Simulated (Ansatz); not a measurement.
## Hypothetical diamond Mn: pressure series

Base system: Mn in the diamond structure (space group Fd-3m, No. 227; a = 4.9515 Å; non-magnetic; a hypothetical phase, not in the database extracts checked).

Cell and atoms are relaxed at each pressure.

Computed with Kohn–Sham DFT with the PBE functional, run in Ansatz (an electronic-structure program) with PAW and 420 eV plane waves, no SOC.

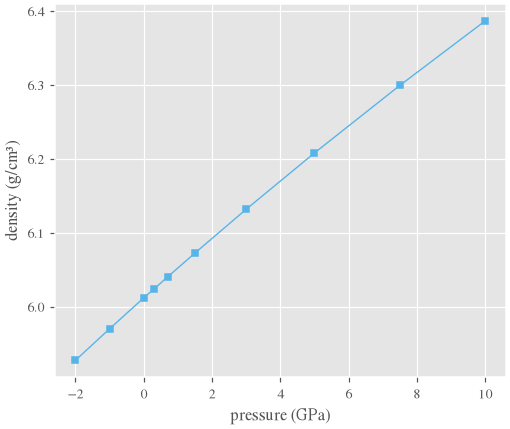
Figure. Density against pressure

Question: From the plot, what is the density for pressure 10 GPa?

Answer: About 6.39 g/cm³.

Question: Is the trend monotonic over the range shown?

Answer: Yes, it rises throughout, spanning 5.93 g/cm³ to 6.39 g/cm³.

Load acts through the strain it causes; cell and atoms are relaxed under it. Stability against distortions was not tested. No other phases were tried under pressure. Seeded moments were not kept for the base. All final runs are without spin polarisation.
